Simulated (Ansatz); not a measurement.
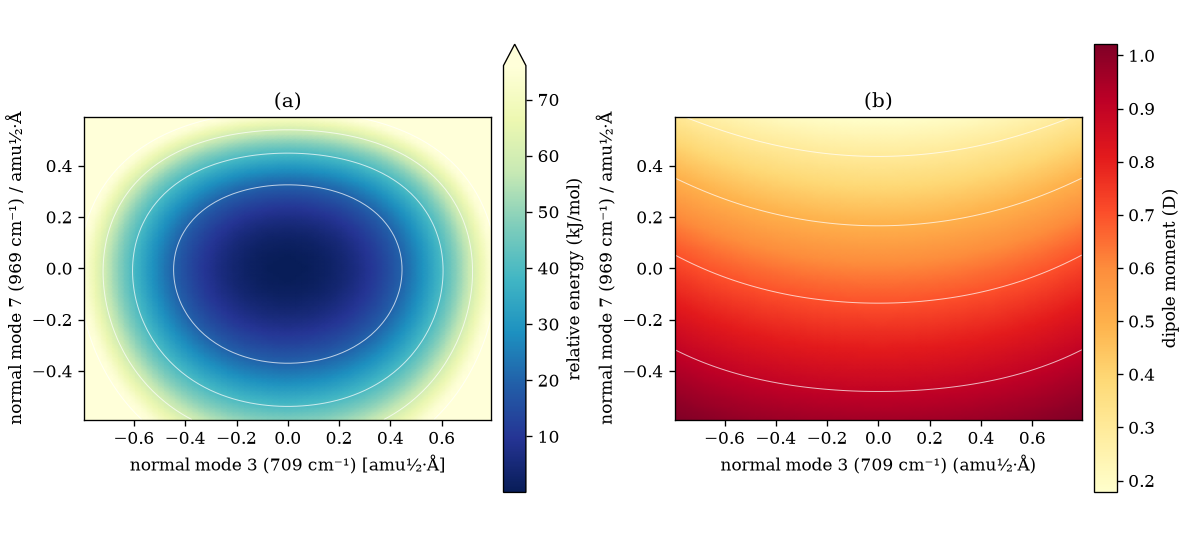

CH₄Si, SMILES C=[SiH2]. First axis: normal mode 3 (709 cm⁻¹). Second axis: normal mode 7 (969 cm⁻¹). Nothing is relaxed (straight displacements along the two mass-weighted modes). The grid has 15 × 15 points; 120 points were computed and 105 follow by symmetry. Points are written as (first, second). Energies are in kJ/mol, from the lowest grid point. Level of theory: RKS PBE-D4/def2-TZVP in Ansatz 0.2.0.

Panel (a) is the energy; panel (b) is the computed dipole moment, in D.

In the figure: a smooth colour map with a few white contour lines, one colour for all values above the top of the scale. Between grid points the surface is interpolated.

Q: How does the dipole moment vary over the map, and what is it at the lowest grid point?

A: Leaving out the highest fifth of the energies, it runs from 0.18 D at (0.000 amu½·Å, 0.589 amu½·Å) to 0.98 D at (−0.453 amu½·Å, −0.589 amu½·Å). At the lowest grid point, (0.000 amu½·Å, 0.000 amu½·Å), it is 0.61 D.

| normal mode 7 (969 cm⁻¹) ↓, normal mode 3 (709 cm⁻¹) → | −0.793 | −0.680 | −0.567 | −0.453 | −0.340 | −0.227 | −0.113 | 0.000 | 0.113 | 0.227 | 0.340 | 0.453 | 0.567 | 0.680 | 0.793 |
| --- | --- | --- | --- | --- | --- | --- | --- | --- | --- | --- | --- | --- | --- | --- | --- |
| 0.589 | 0.31 | 0.28 | 0.25 | 0.22 | 0.20 | 0.19 | 0.18 | 0.18 | 0.18 | 0.19 | 0.20 | 0.22 | 0.25 | 0.28 | 0.31 |
| 0.505 | 0.38 | 0.35 | 0.31 | 0.29 | 0.27 | 0.26 | 0.25 | 0.25 | 0.25 | 0.26 | 0.27 | 0.29 | 0.31 | 0.35 | 0.38 |
| 0.421 | 0.45 | 0.41 | 0.38 | 0.36 | 0.34 | 0.32 | 0.31 | 0.31 | 0.31 | 0.32 | 0.34 | 0.36 | 0.38 | 0.41 | 0.45 |
| 0.337 | 0.51 | 0.47 | 0.44 | 0.42 | 0.40 | 0.39 | 0.38 | 0.38 | 0.38 | 0.39 | 0.40 | 0.42 | 0.44 | 0.47 | 0.51 |
| 0.253 | 0.57 | 0.53 | 0.50 | 0.48 | 0.46 | 0.45 | 0.44 | 0.44 | 0.44 | 0.45 | 0.46 | 0.48 | 0.50 | 0.53 | 0.57 |
| 0.168 | 0.63 | 0.59 | 0.56 | 0.54 | 0.52 | 0.51 | 0.50 | 0.50 | 0.50 | 0.51 | 0.52 | 0.54 | 0.56 | 0.59 | 0.63 |
| 0.084 | 0.68 | 0.65 | 0.62 | 0.60 | 0.58 | 0.57 | 0.56 | 0.56 | 0.56 | 0.57 | 0.58 | 0.60 | 0.62 | 0.65 | 0.68 |
| 0.000 | 0.73 | 0.70 | 0.67 | 0.65 | 0.63 | 0.62 | 0.62 | 0.61 | 0.62 | 0.62 | 0.63 | 0.65 | 0.67 | 0.70 | 0.73 |
| −0.084 | 0.78 | 0.75 | 0.72 | 0.70 | 0.69 | 0.68 | 0.67 | 0.67 | 0.67 | 0.68 | 0.69 | 0.70 | 0.72 | 0.75 | 0.78 |
| −0.168 | 0.82 | 0.80 | 0.77 | 0.75 | 0.74 | 0.73 | 0.72 | 0.72 | 0.72 | 0.73 | 0.74 | 0.75 | 0.77 | 0.80 | 0.82 |
| −0.253 | 0.87 | 0.84 | 0.82 | 0.80 | 0.79 | 0.78 | 0.77 | 0.77 | 0.77 | 0.78 | 0.79 | 0.80 | 0.82 | 0.84 | 0.87 |
| −0.337 | 0.91 | 0.88 | 0.86 | 0.85 | 0.84 | 0.83 | 0.82 | 0.82 | 0.82 | 0.83 | 0.84 | 0.85 | 0.86 | 0.88 | 0.91 |
| −0.421 | 0.95 | 0.93 | 0.91 | 0.89 | 0.88 | 0.87 | 0.87 | 0.87 | 0.87 | 0.87 | 0.88 | 0.89 | 0.91 | 0.93 | 0.95 |
| −0.505 | 0.99 | 0.97 | 0.95 | 0.94 | 0.93 | 0.92 | 0.91 | 0.91 | 0.91 | 0.92 | 0.93 | 0.94 | 0.95 | 0.97 | 0.99 |
| −0.589 | 1.02 | 1.00 | 0.99 | 0.98 | 0.97 | 0.96 | 0.96 | 0.96 | 0.96 | 0.96 | 0.97 | 0.98 | 0.99 | 1.00 | 1.02 |
